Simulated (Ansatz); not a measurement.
# GeH3 (SMILES [GeH3]) at UB3LYP/STO-3G

What is the vertical doublet–quartet gap of GeH3 at UB3LYP/STO-3G? 

Program for the calculation: Ansatz 0.2.0.

27 further runs of the same task are left out: 1 that didn't finish, 26 set aside as unsound or not needed.

**1. The molecule**

GeH3 has 4 atoms, charge 0, and is taken as a doublet. As SMILES, `[GeH3]`. Geometry: relaxed at PBE0-D4/def2-TZVP.

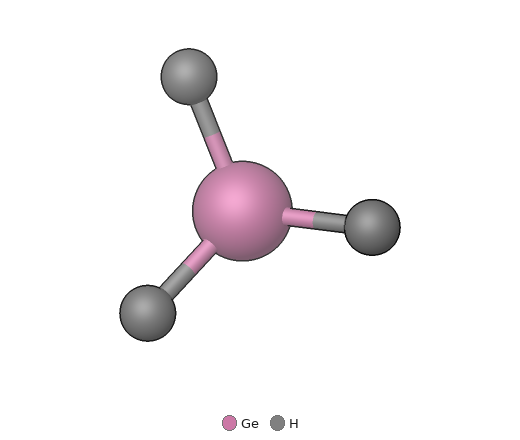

The structure, seen from a chosen angle (germanium pink, hydrogen grey).

**2. The energy at UB3LYP/STO-3G**

input.yaml reads:

```yaml
crystal:
  periodic: [false, false, false]
  atoms:
    - {symbol: Ge, position_ang: [0.214600, -0.125900, -0.249400]}
    - {symbol: H, position_ang: [1.055000, 0.109600, 1.018300]}
    - {symbol: H, position_ang: [-0.882800, -1.175900, -0.000100]}
    - {symbol: H, position_ang: [-0.386800, 1.192200, -0.768800]}
basis:
  gaussian:
    orbitals: STO-3G
magnetization:
  spin_polarized: true
  initial_magnetization: 1
hamiltonian:
  xc: {name: B3LYP}
accuracy: high
```

Run with:

```bash
$ ansatz run input.yaml --threads 1 --pin off --max-ram 2610MiB --events-out events.jsonl --progress --plain --runs-dir runs
```

The log of the run:

```text
Warning: RAYON_NUM_THREADS=1 ignored (pool sized by the plan → 1); use --threads N
Functional definition: B3LYP
  name "B3LYP"
  parameter a0 = 0.2
  parameter ax = 0.72
  parameter ac = 0.81
  exchange = (1 - a0 - ax)*slater_x + ax*b88_x + a0*exact_x
  correlation = (1 - ac)*vwn_rpa_c + ac*lyp_c
263 factors; integrals over basis functions are off by at most 1.2e-8 eV
mean field evaluation 1: about -55897.7136 eV, gradient 4.0e1 eV
mean field evaluation 2: about -55908.9355 eV, gradient 2.4e1 eV
mean field evaluation 4: about -55913.0529 eV, gradient 2.8e0 eV
mean field evaluation 8: about -55913.1059 eV, gradient 4.5e-2 eV
mean field evaluation 16: about -55913.1060 eV, gradient 7.1e-6 eV
mean field -55913.10598546 eV, -2054.7687457012 hartree, gradient 4.1e-8 eV, S^2 0.750840; 0 other end points of the search recorded, 0 dependent functions left out
reference -55913.10600928 eV, -2054.7687465767 hartree; 18, 17 occupied and 3, 4 virtual orbitals, 263 factors
Total energy: -55913.10600928 eV, -2054.7687465767 hartree
```

Run time: 1.6 s. Hardware: 1 thread of Arm Neoverse V1, shared host; peak memory 0.11 GiB.

**3. The quartet, same level**

in.yaml reads:

```yaml
crystal:
  periodic: [false, false, false]
  atoms:
    - {symbol: Ge, position_ang: [0.214600, -0.125900, -0.249400]}
    - {symbol: H, position_ang: [1.055000, 0.109600, 1.018300]}
    - {symbol: H, position_ang: [-0.882800, -1.175900, -0.000100]}
    - {symbol: H, position_ang: [-0.386800, 1.192200, -0.768800]}
basis:
  gaussian:
    orbitals: STO-3G
accuracy: high
hamiltonian:
  xc: {name: B3LYP}
magnetization:
  spin_polarized: true
  initial_magnetization: 3
```

Run with:

```bash
$ ansatz run in.yaml --threads 1 --pin off --max-ram 2610MiB --events-out events.jsonl --progress --plain --runs-dir runs
```

The log of the run (excerpt; [...] marks lines left out):

```text
Warning: RAYON_NUM_THREADS=1 ignored (pool sized by the plan → 1); use --threads N
[... 7 set-up lines as earlier in the session ...]
263 factors; integrals over basis functions are off by at most 1.2e-8 eV
mean field evaluation 1: about -55861.5501 eV, gradient 6.5e1 eV
mean field evaluation 2: about -55892.1400 eV, gradient 3.1e1 eV
mean field evaluation 4: about -55901.8747 eV, gradient 3.9e0 eV
mean field evaluation 8: about -55902.0469 eV, gradient 9.2e-1 eV
mean field evaluation 16: about -55902.0568 eV, gradient 7.3e-3 eV
mean field evaluation 32: about -55902.0568 eV, gradient 1.1e-7 eV
mean field -55902.05676628 eV, -2054.3626943858 hartree, gradient 4.3e-8 eV, S^2 3.751372; 6 other end points of the search recorded, 0 dependent functions left out
reference -55902.05679086 eV, -2054.3626952892 hartree; 19, 16 occupied and 2, 5 virtual orbitals, 263 factors
Total energy: -55902.05679086 eV, -2054.3626952892 hartree
```

Run time: 2.4 s. Hardware: 1 thread of Arm Neoverse V1, shared host; peak memory 0.11 GiB.

**4. Outcome**

At UB3LYP/STO-3G:

```
                                        quantity           value
                           doublet: total energy  -2054.76875 Eh
                                   doublet: ⟨S²⟩           0.751
                           quartet: total energy  -2054.36270 Eh
                                   quartet: ⟨S²⟩           3.751
vertical energy of the quartet above the doublet       11.049 eV
```

What this shows: At this shape the quartet lies 11.05 eV (1066 kJ/mol) above the doublet. In a minimal basis such a difference can be off by several eV, whatever the method.
